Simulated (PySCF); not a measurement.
Dissociation curve of OH (cation, charge +1), triplet.

CASSCF(6,5)/6-31G (PySCF); UKS-CAM-B3LYP = unrestricted CAM-B3LYP/6-31G (PySCF); ROHF/6-31G (PySCF).

Energies are in mEh, each relative to the lowest point of its own curve near equilibrium.

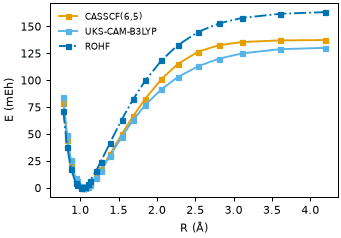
Fig. 1. Energy against bond length for each method.

```csv
R / Å,"CASSCF(6,5)",UKS-CAM-B3LYP,ROHF
0.78,79.1,84.0,71.0
0.83,44.8,48.6,38.2
0.88,22.8,25.6,17.8
0.94,7.7,9.4,4.8
0.96,4.8,6.1,2.5
1.01,0.7,1.2,0.0
1.04,0.0,0.1,0.3
1.06,0.1,0.0,1.1
1.10,1.5,1.0,3.8
1.13,3.4,2.5,6.5
1.21,10.4,9.1,16.0
1.27,17.0,15.5,24.3
1.39,31.4,29.6,41.9
1.54,49.5,47.2,63.1
1.69,66.5,62.9,82.2
1.85,82.8,77.0,99.7
2.06,100.9,91.6,118.3
2.27,114.9,102.7,132.4
2.54,126.5,113.0,144.9
2.81,132.4,119.9,152.7
3.11,135.4,124.8,157.8
3.60,136.9,128.7,161.6
4.19,137.2,130.0,163.2
```

At the longest distance, 4.19 Å, ROHF lies highest above its minimum (163.2 mEh) and UKS-CAM-B3LYP lowest (130.0 mEh).

The unrestricted determinant behind UKS-CAM-B3LYP is spin-contaminated at 1.69 to 4.19 Å (<S²> up to 2.5, against 2.00 for a pure triplet). At the longest distance UKS-CAM-B3LYP leaves fractional charges on the fragments, a sign of delocalisation error or of the restricted form.
